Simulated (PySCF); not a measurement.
## Electronic structure of C4H12Si3 in real space

The calculation's input:

```
{"job": {"kind": "uv", "xc": "CAM-B3LYP", "basis": "def2-SVPD", "nstates": 8, "ntriplets": 3}, "charge": 0, "multiplicity": 1}
C     -2.815936    -0.561815     0.418102
C     -1.436728    -0.068917     0.118318
C     -0.674262    -0.568525    -0.858582
Si     1.057868     0.136142    -1.088202
Si     2.740247    -1.372033    -0.596384
C      0.949975     1.561512     0.189799
Si    -0.675936     1.323311     1.147250
H     -2.854364    -0.964702     1.430167
H     -3.526537     0.262736     0.369984
H     -3.128825    -1.337418    -0.280006
H     -1.045668    -1.374500    -1.483215
H      1.154263     0.697094    -2.454481
H      2.658219    -1.910800     0.765395
H      2.733692    -2.530792    -1.494215
H      4.074316    -0.773945    -0.716940
H      0.960045     2.527891    -0.308807
H      1.805607     1.562989     0.861734
H     -1.536943     2.514226     1.157822
H     -0.448837     0.886797     2.532678
```

Launched as:

```sh
OMP_NUM_THREADS=1 python probes_run.py task.json out
```

Geometry: GFN2-xTB.

Level of theory: PySCF 2.14.0, CAM-B3LYP/def2-SVPD, SCF density, gas phase.

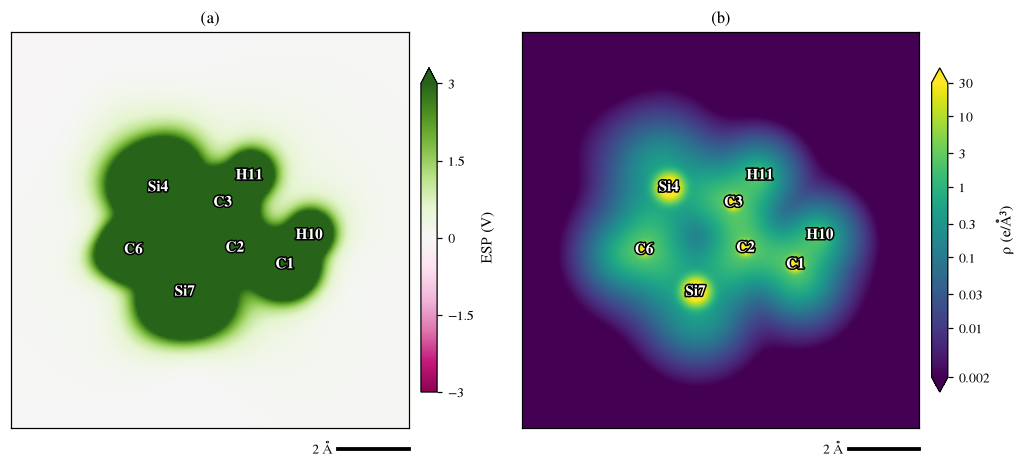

Figure 1. (a) molecular electrostatic potential; (b) total electron density on the plane of atoms C2, C3 and H11.

**Interpret the plot.**

- The section cuts through C, Si and H sites.
- C–C (1.34 Å): the density is about 2.3 e/Å³ at the midpoint.
- C–Si (1.88 Å): ρ is about 0.95 e/Å³ halfway.
- C–H (1.09 Å): ρ is about 1.9 e/Å³ halfway.
- C–C (1.50 Å): the density is about 1.7 e/Å³ at the midpoint.
- The potential has no marked negative region in this plane.

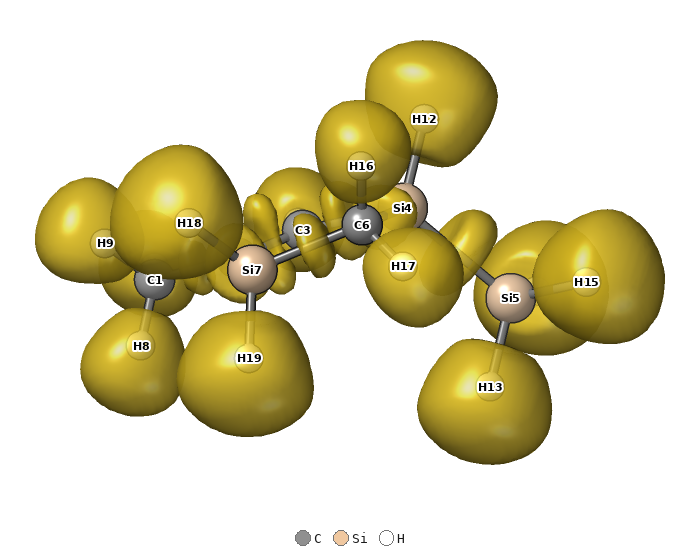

Figure 2. Isosurface of the ELF at 0.85 (yellow), seen from one side. Core shells and regions of very low density are left out.

**Describe the localisation domains.**

The surface consists of two regions between bonded C–C atoms (shared pairs), four regions between bonded C–Si atoms (shared pairs), one region between bonded Si–Si atoms (shared pairs) and twelve regions around hydrogen nuclei. Along the contacts the grid gives the following. C–C (1.34 Å): the ELF peaks at about 0.90 between the atoms (a short, multiple covalent bond). C–Si (1.88 Å): the ELF peaks at about 0.95 between the atoms: a shared electron pair.

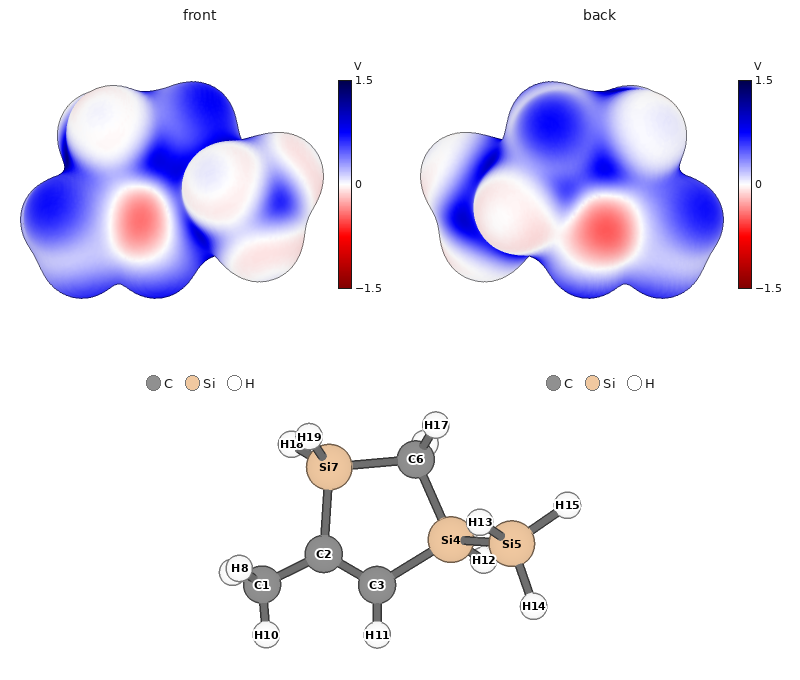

Figure 3. The molecular electrostatic potential painted on the density surface at 0.002 e/bohr³, seen from the front and from behind; red is negative and blue positive. The bare structure is drawn below in the same view.

**Describe the electrostatic potential map.**

The most negative region (about −0.4 V, or −9 kcal/mol for a unit charge) lies over the π face of C2 and C3, the most positive (about +1.1 V, or +25 kcal/mol for a unit charge) over Si4 and Si7.

**What dipole moment does the calculation give?**

Its dipole moment is 0.72 D.
